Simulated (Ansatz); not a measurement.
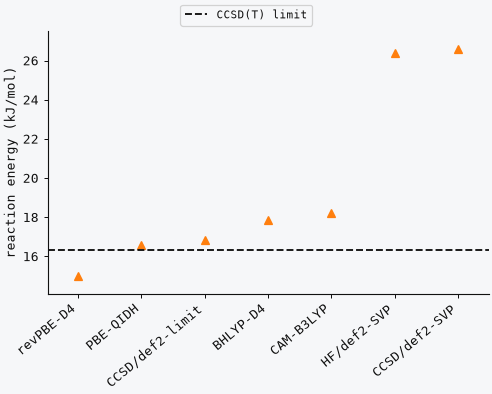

Electronic reaction energy of BH₂OF (OBF) + NH₃ (N) → BNH₃F (NBF) + H₂O (O) (SMILES in brackets) at several levels (functionals in def2-TZVPP unless a basis is named), isolated molecules at PBE0-D4 triple-zeta geometries, minima by their frequencies, no zero-point or thermal terms, the Ansatz code 0.2.0. The line is frozen-core CCSD(T) at the basis limit (scheme: direct). PBE-QIDH holds a correlation term that converges slowly with the basis, so part of the distance to the limit is basis error. No dispersion term is added to PBE-QIDH and CAM-B3LYP. The distance of HF/def2-SVP and CCSD/def2-SVP to the limit includes basis error.

### What range do the values span, the line included?

From 15.0 kJ/mol (revPBE-D4) to 26.6 kJ/mol (CCSD/def2-SVP).

### Give the values.

```
          level  kJ/mol  less CCSD(T) limit
      revPBE-D4    15.0                −1.3
       PBE-QIDH    16.6                 0.2
CCSD/def2-limit    16.8                 0.5
       BHLYP-D4    17.9                 1.5
      CAM-B3LYP    18.2                 1.9
    HF/def2-SVP    26.4                10.0
  CCSD/def2-SVP    26.6                10.2
  CCSD(T) limit    16.3                 0.0
```
